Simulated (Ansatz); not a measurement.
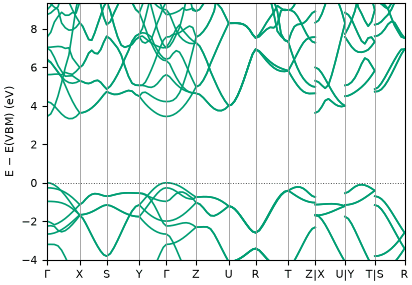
Fig. 1. Band structure from plane-wave PAW LDA (Ansatz code)

### Question
Read off the gap and where the band edges lie.

### Answer
About 3.3 eV (3.32 eV by a search for the band edges); maximum at Γ, minimum on the Γ–X line, 71 % of the way from Γ.

The material is MgH2 in space group Pbcn (No. 60; Mg on 4c, H on 8d).

The workflow started from a Materials Project entry (that database holds measured and hypothetical structures alike); the Crystallography Open Database copy checked does not list it. It is not the phase usual at ambient conditions (space group No. 136). The LDA relaxation kept the symmetry of its start; phonons on a q-mesh show no instability.

Potentials: the later of the program's two PAW sets.
